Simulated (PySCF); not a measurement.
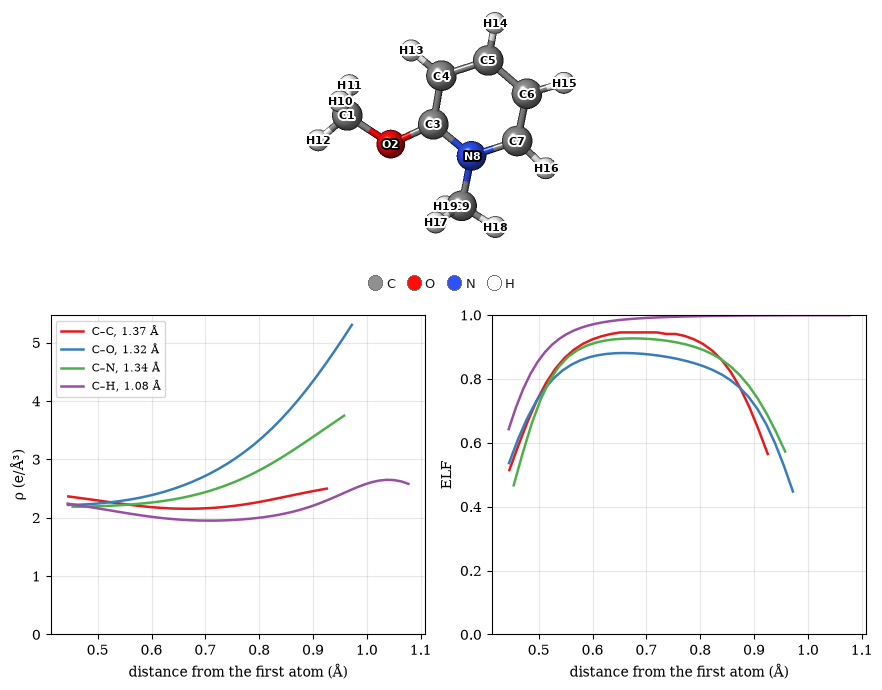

C7H10NO (SMILES COc1cccc[n+]1C) (charge +1). Total electron density and ELF along straight lines between neighbouring atoms. The curves leave out the atomic cores. The structure is drawn too.

Geometry: GFN2-xTB.

The calculation used PBE0/pcSseg-1, SCF density, gas phase, non-relativistic (PySCF).

Input file:

```
{"job": {"kind": "nmr", "xc": "PBE0", "basis": "pcSseg-1"}, "charge": 1, "multiplicity": 1}
C      2.730262     0.242507    -0.018425
O      1.527982    -0.519253    -0.078214
C      0.356289     0.079075     0.002291
C      0.130266     1.451397     0.149237
C     -1.161494     1.925822     0.219478
C     -2.229114     1.030540     0.143107
C     -1.960968    -0.306027    -0.001255
N     -0.700521    -0.767542    -0.069634
C     -0.427213    -2.180238    -0.221600
H      2.787551     0.952363    -0.845372
H      2.818294     0.765057     0.935643
H      3.533561    -0.485575    -0.108430
H      0.966500     2.128405     0.205563
H     -1.342435     2.982911     0.333103
H     -3.248314     1.374674     0.195741
H     -2.749462    -1.040421    -0.066471
H      0.145623    -2.350432    -1.134110
H     -1.357257    -2.739377    -0.267298
H      0.170649    -2.534636     0.619185
```

Command:

```sh
OMP_NUM_THREADS=1 python probes_run.py task.json out
```

### What kind of bonding do the profiles show?

C–C (1.37 Å): ρ is about 2.2 e/Å³ halfway; the ELF peaks at about 0.95 between the atoms: localised, covalent bonding.
C–O (1.32 Å): ρ at the midpoint is about 2.6 e/Å³; the ELF peaks at about 0.90 between the atoms (a polar covalent bond).
C–N (1.34 Å): ρ is about 2.4 e/Å³ halfway; the ELF peaks at about 0.95 between the atoms; a covalent bond.
C–H (1.08 Å): ρ is about 2.1 e/Å³ halfway; the ELF climbs to about 1 towards the hydrogen, as it does in any bond to H (a covalent bond by its length).
